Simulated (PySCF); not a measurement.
# Run report: CH₄, NMR shielding calculation

- system: CH₄, SMILES C
- method: GIAO PBE0/pcSseg-2 NMR shielding, non-relativistic, gas phase (PySCF 2.14.0)

The geometry comes from this level: PBE0-D3(BJ)/def2-TZVP. Figures and captions count atoms from 1; the log counts them from 0 in places.

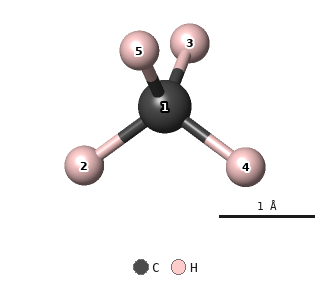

The input geometry (ball-and-stick view, seen at a tilt; atoms are numbered from 1 in the order of the input). Bond lengths as drawn: C–H 1.09 Å.

### Summary

- outcome: converged
- total energy: −40.475689 hartree
- HOMO: −10.99 eV
- LUMO: 0.86 eV
- dipole moment: 0.00 D
- isotropic shielding, C: 191.7 ppm
- isotropic shielding, H: 31.3 ppm
- hardware: 1 CPU thread, shared host
- wall time: 1.3 s
- peak memory: 0.35 GiB

### Input file
```
{"job": {"kind": "nmr", "xc": "PBE0", "basis": "pcSseg-2", "pop": false}, "charge": 0, "multiplicity": 1}
C      0.006460    -0.006266    -0.007948
H      0.885037    -0.176181    -0.629602
H     -0.491302    -0.956133     0.184663
H     -0.679273     0.665031    -0.524000
H      0.311588     0.442125     0.937091
```

The first line tells a small driver script what to run in PySCF; the rest is the geometry in Å.

Command:
```bash
OMP_NUM_THREADS=1 python <driver script> task.json out
```

### The program's output
```
coarse grid: 3568 points
cycle   1  E = -40.4547677923  dE = -1.878e-01  |g| = 2.814e-01  |ddm| = 1.166e+00
cycle   2  E = -40.4512866624  dE =  3.481e-03  |g| = 3.057e-01  |ddm| = 3.106e-01
cycle   3  E = -40.4753389779  dE = -2.405e-02  |g| = 1.863e-03  |ddm| = 1.554e-01
cycle   4  E = -40.4753398486  dE = -8.706e-07  |g| = 1.777e-04  |ddm| = 2.493e-03
final grid: 32696 points
cycle   5  E = -40.4756838580  dE = -3.129e-05  |g| = 4.566e-03  |ddm| = 1.030e-02
cycle   6  E = -40.4756829515  dE =  9.065e-07  |g| = 4.945e-03  |ddm| = 4.566e-03
cycle   7  E = -40.4756889409  dE = -5.989e-06  |g| = 3.465e-05  |ddm| = 2.423e-03
cycle   8  E = -40.4756889413  dE = -3.514e-10  |g| = 7.584e-06  |ddm| = 4.321e-05
converged SCF energy = -40.4756889413

GIAO shielding tensors (ppm)
atom      isotropic    diamagn.    paramagn.     s11        s22        s33       span
  0 C      191.677     244.002     -52.325    191.670    191.679    191.682      0.012
  1 H       31.314      29.974       1.339     28.113     28.113     37.715      9.602
  2 H       31.315      29.982       1.332     28.114     28.114     37.716      9.602
  3 H       31.314      29.984       1.329     28.113     28.113     37.715      9.602
  4 H       31.313      29.986       1.327     28.112     28.113     37.714      9.602
```
